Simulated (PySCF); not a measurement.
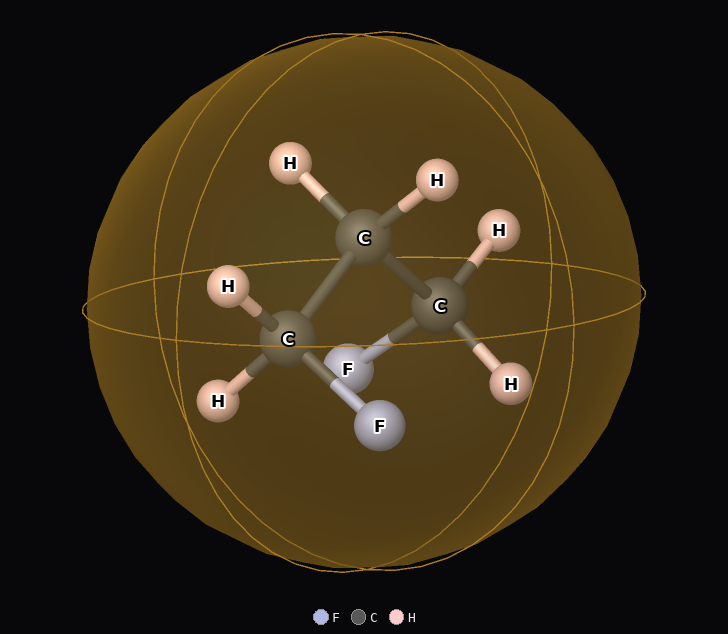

The ellipsoid shows the static dipole polarisability: its half-axes are proportional to the principal values. The geometry was computed by an optimisation with PBE0-D3(BJ)/def2-SVP. No frequency run is at hand to confirm it as a minimum. Level of theory: PBE0/def2-TZVP (PySCF 2.14.0).

Give the principal values, the mean and the anisotropy.

Answer. Principal values 37.0, 37.3, 41.5 bohr³; mean 38.6 bohr³ (5.72 Å³); anisotropy 4.3 bohr³, so the longest axis is 1.12 times the shortest.
